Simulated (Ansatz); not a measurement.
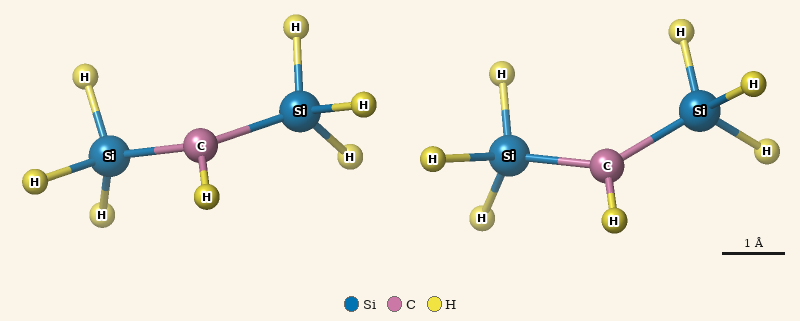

Two geometries of CH7Si2 (charge −1), drawn at one scale. One is the start of a relaxation, the other its converged end. The picture is a ball-and-stick view, seen from a free direction.

All numbers below come from RKS B3LYP-D4/cc-pVDZ (Ansatz 0.2.0). Settings: no spin polarisation; force threshold 0.015 eV/Å; at most 40 steps.

> Which of the two is the end point?

The right one is the relaxed one. The run prepares an end point of a later path (torsion) calculation, from a guessed geometry. After 11 geometry steps the energy has fallen by 8.14 kJ/mol. Largest force component: 0.65 eV/Å at the start, 0.0046 eV/Å at the end. The atom that moves furthest after the best rigid fit is an H atom (0.48 Å). Largest moves by element: H 0.48 Å, C 0.40 Å, Si 0.03 Å. Some distances before and after: H–Si 1.498 → 1.532 Å, H–Si 1.517 → 1.543 Å, C–Si 1.824 → 1.799 Å, H–Si 1.491 → 1.516 Å. Among the angles between lasting bonds that change: Si–C–H 112.5° → 116.7°, C–Si–H 125.1° → 121.1°, C–Si–H 111.4° → 115.1°. Groups turn about C–Si by about 25°, C–Si by about 25°. Cost: 43 s on 1 thread of Arm Neoverse V1, with other jobs on the host, peak memory 0.16 GiB.
